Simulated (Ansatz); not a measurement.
**PBE0/STO-3G run of [SnH5]− (SMILES [H][Sn-]([H])([H])([H])[H])**

What is the vertical singlet–triplet gap of [SnH5]− at PBE0/STO-3G? 

The results are computed with Ansatz 0.2.0.

1 further run of the same task is left out (set aside as unsound or not needed).

## 1. The structure to begin with

The species is [SnH5]− (6 atoms), meant as a singlet with charge -1. SMILES: `[H][Sn-]([H])([H])([H])[H]`. Geometry: a GFN2-xTB relaxation, a rough one for these elements and not checked as a minimum.

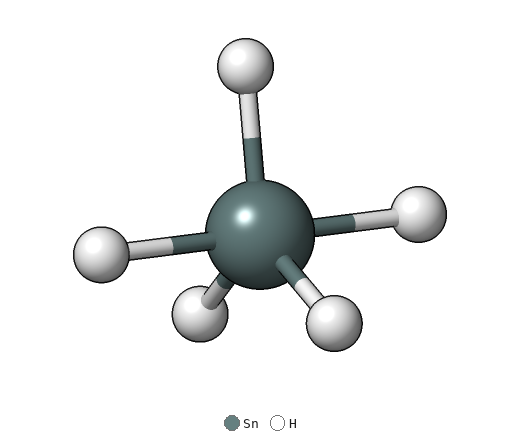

The structure, seen from a chosen angle (tin teal, hydrogen white).

## 2. A single-point energy at PBE0/STO-3G

The input, input.yaml:

```yaml
crystal:
  periodic: [false, false, false]
  atoms:
    - {symbol: Sn, position_ang: [0.000450, -0.001410, 0.000420]}
    - {symbol: H, position_ang: [-0.020070, -0.006290, 1.885790]}
    - {symbol: H, position_ang: [0.020250, 0.010720, -1.888030]}
    - {symbol: H, position_ang: [1.782780, 0.010780, 0.018860]}
    - {symbol: H, position_ang: [-0.902470, 1.535970, -0.003420]}
    - {symbol: H, position_ang: [-0.880950, -1.549760, -0.013620]}
basis:
  gaussian:
    orbitals: STO-3G
accuracy: high
hamiltonian:
  xc: pbe0
total_charge: -1
```

The run is started by

```
$ ansatz run input.yaml --threads 1 --pin off --max-ram 2610MiB --events-out events.jsonl --progress --plain --runs-dir runs
```

Standard output:

```text
Warning: RAYON_NUM_THREADS=1 ignored (pool sized by the plan → 1); use --threads N
Functional definition: PBE0
  name "PBE0"
  parameter a = 0.25
  parameter kappa = 0.804
  parameter beta = 0.06672455060314922
  exchange = (1 - a)*pbe_x(kappa = kappa, mu = beta*pi^2/3) + a*exact_x
  correlation = pbe_c(beta = beta)
570 factors; integrals over basis functions are off by at most 4.0e-9 eV
mean field evaluation 1: about -162391.8431 eV, gradient 1.1e1 eV
mean field evaluation 2: about -162392.3755 eV, gradient 4.9e0 eV
mean field evaluation 4: about -162392.5033 eV, gradient 2.0e-1 eV
mean field evaluation 8: about -162392.4477 eV, gradient 1.9e-3 eV
mean field -162392.44770262 eV, -5967.8123795168 hartree, gradient 8.8e-8 eV, S^2 0.000000; 0 other end points of the search recorded, 0 dependent functions left out
reference -162392.44770399 eV, -5967.8123795673 hartree; 28, 28 occupied and 4, 4 virtual orbitals, 570 factors
Total energy: -162392.44770399 eV, -5967.8123795673 hartree
```

Wall time 1.2 s (1 thread of AMD EPYC 9R14 (Zen 4), shared host); peak memory 0.13 GiB.

## 3. The triplet, same level

The input, in.yaml:

```yaml
crystal:
  periodic: [false, false, false]
  atoms:
    - {symbol: Sn, position_ang: [0.000450, -0.001410, 0.000420]}
    - {symbol: H, position_ang: [-0.020070, -0.006290, 1.885790]}
    - {symbol: H, position_ang: [0.020250, 0.010720, -1.888030]}
    - {symbol: H, position_ang: [1.782780, 0.010780, 0.018860]}
    - {symbol: H, position_ang: [-0.902470, 1.535970, -0.003420]}
    - {symbol: H, position_ang: [-0.880950, -1.549760, -0.013620]}
basis:
  gaussian: {orbitals: STO-3G}
total_charge: -1
magnetization: {spin_polarized: true, initial_magnetization: 2}
hamiltonian: {xc: pbe0}
accuracy: high
```

The run is started by

```
$ ansatz run in.yaml --threads 1 --pin off --max-ram 2610MiB --events-out events.jsonl --progress --plain --runs-dir runs
```

Standard output, shortened:

```text
Warning: RAYON_NUM_THREADS=1 ignored (pool sized by the plan → 1); use --threads N
[... 7 set-up lines as earlier in the session ...]
570 factors; integrals over basis functions are off by at most 4.0e-9 eV
mean field evaluation 1: about -162384.0039 eV, gradient 7.8e0 eV
mean field evaluation 2: about -162384.5559 eV, gradient 3.4e0 eV
mean field evaluation 4: about -162384.6837 eV, gradient 1.9e-1 eV
mean field evaluation 8: about -162384.7002 eV, gradient 8.2e-3 eV
mean field evaluation 16: about -162384.7002 eV, gradient 1.1e-4 eV
mean field evaluation 32: about -162384.5196 eV, gradient 1.0e0 eV
mean field -162384.70019987 eV, -5967.5276640421 hartree, gradient 5.1e-8 eV, S^2 2.031679; 6 other end points of the search recorded, 0 dependent functions left out
reference -162384.70020132 eV, -5967.5276640953 hartree; 29, 27 occupied and 3, 5 virtual orbitals, 570 factors
Total energy: -162384.70020132 eV, -5967.5276640953 hartree
```

Wall time 2.9 s (1 thread of AMD EPYC 9R14 (Zen 4), shared host); peak memory 0.18 GiB.

## 4. What came out

At PBE0/STO-3G:

| quantity | value |
| --- | --- |
| singlet: total energy | -5967.81238 Eh |
| triplet: total energy | -5967.52766 Eh |
| triplet: ⟨S²⟩ | 2.032 |
| vertical energy of the triplet above the singlet | 7.748 eV |

At this shape the triplet lies 7.75 eV (179 kcal/mol) above the singlet. For an anion a state so high probably lies above electron detachment. In a minimal basis such a difference can be off by several eV, whatever the method. Relativity is left out (singlet) although the molecule holds a heavy atom. Relativity is left out (triplet) although the molecule holds a heavy atom.
